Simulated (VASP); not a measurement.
Band structure of HfO2 (fluorite). Level of theory: PBE GGA with D3 dispersion (zero damping), VASP's PBE PAW potentials (set 64) (plane waves; VASP).

Unless said otherwise, spin-orbit coupling is left out, though it shifts the bands of the heavy elements here.

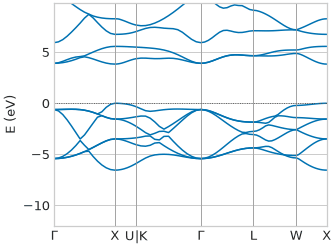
Figure: Bands along high-symmetry lines, zero at the valence-band maximum or, without a gap, the Fermi level

Question: Read the plot: is there a gap, and where are the band edges?

Answer: The gap is direct, 3.83 eV, from the valence maximum at X to the conduction minimum at X. (Edges off the drawn lines would not show.)

The compound is HfO2 in the fluorite structure, the high-temperature cubic form, which is unstable at 0 K; the monoclinic form is the stable one. It was relaxed first.
